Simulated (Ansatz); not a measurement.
# CH3OSi (charge +1): what the fields show

| atom | x (Å) | y (Å) | z (Å) |
| --- | --- | --- | --- |
| C | -4.0856 | 2.3478 | -1.4257 |
| O | -3.1064 | 1.3738 | -1.0069 |
| Si | -2.0469 | 0.3199 | -0.5535 |
| H | -4.7043 | 2.5963 | -0.5543 |
| H | -3.5449 | 3.2298 | -1.7915 |
| H | -4.6885 | 1.8948 | -2.2227 |

Geometry: B3LYP-D3(BJ)/def2-SVP.

Level of theory: Ansatz 0.2.0, isolated molecule in a Gaussian basis; Kohn-Sham density functional theory, functional PBE0.

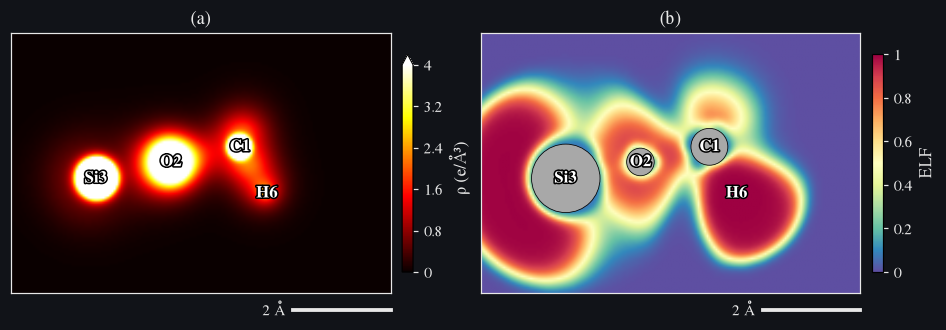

Figure 1. (a) total electron density; (b) ELF on the plane of atoms O2, C1 and H6. Grey discs cover the atomic cores in the ELF map.

Q: What do the fields say about this system?

A: The plane passes through C, O, Si and H nuclei. C–O (1.44 Å): the density is about 1.8 e/Å³ at the midpoint, with its minimum of 1.4 e/Å³ about 0.5 Å from C; the ELF peaks at about 0.90 between the atoms: a shared but strongly polarised pair. Si–O (1.56 Å): the density is about 1.3 e/Å³ at the midpoint; the ELF peaks at about 0.80 between the atoms, as expected for a polar covalent bond. C–H (1.10 Å): ρ at the midpoint is about 2.1 e/Å³; the ELF climbs to about 1 towards the hydrogen, as it does in any bond to H (an ordinary covalent bond to hydrogen). The ELF also peaks beside Si3, away from the bonds: lone-pair regions.

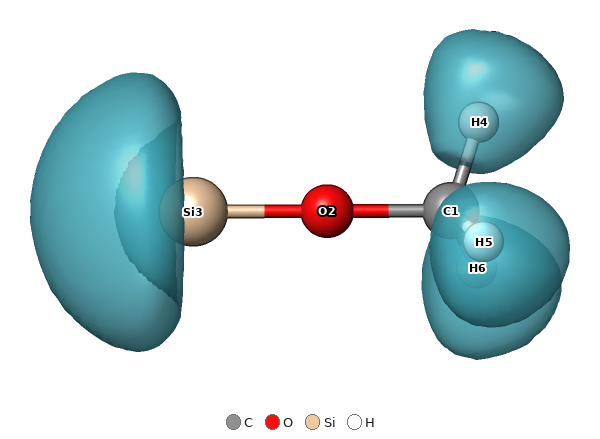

Figure 2. Isosurface of the electron localisation function at 0.9 (cyan), seen at a tilt. Core shells and regions of very low density are left out.

Q: What do the ELF domains correspond to?

A: The surface consists of three regions around hydrogen nuclei and one lobe on Si, pointing away from the bonds (lone pairs).

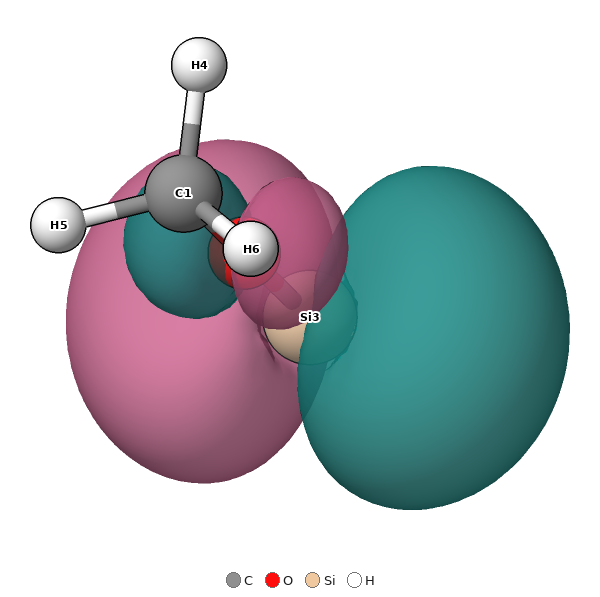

Figure 3. The LUMO at ±0.1 Å⁻³ᐟ² (teal and pink are the two phases), seen at an oblique angle.

Q: Where does this orbital lie, and at what energy?

A: By Hirshfeld shares it lies mainly on Si3 (about 85 %) and O2 (about 10 %). It is one of a degenerate set, so its orientation is arbitrary. Its energy is −8.18 eV.
